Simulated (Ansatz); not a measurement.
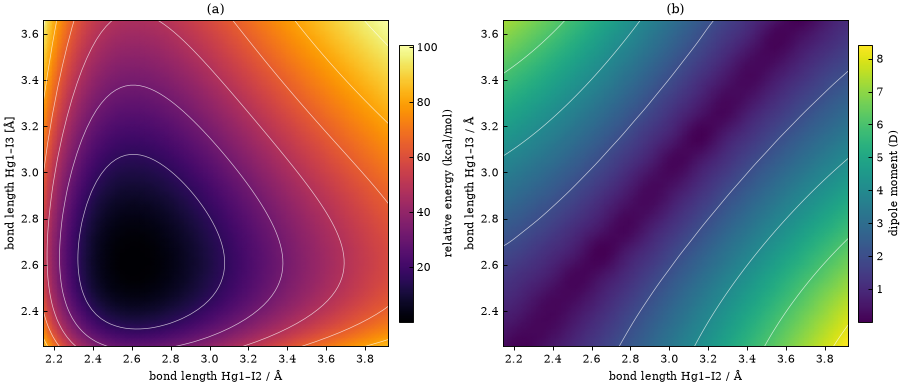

HgI2. 
- The first coordinate is: bond length Hg1–I2; the second: bond length Hg1–I3.
- Nothing is relaxed (all other coordinates rigid).
- Grid: 15 × 15 points.
- Energies: kcal/mol, counted from the relaxed molecule at the same level.
- The reference is spin-restricted, which grows unreliable where a bond is stretched far.
- Level of theory: Ansatz 0.2.0, RHF/def2-TZVP.

Panel (a) is the energy and panel (b) the computed dipole moment on the same grid.

The picture shows a smooth colour map with a few white contour lines. Between grid points the surface is interpolated.

**How does the dipole moment vary over the map, and what is it at the lowest grid point?**

Leaving out the highest fifth of the energies, it runs from 0.0 D at bond length Hg1–I2 = 2.650 Å, bond length Hg1–I3 = 2.650 Å to 7.5 D at bond length Hg1–I2 = 3.920 Å, bond length Hg1–I3 = 2.449 Å. At the lowest grid point, bond length Hg1–I2 = 2.650 Å, bond length Hg1–I3 = 2.650 Å, it is 0.0 D.
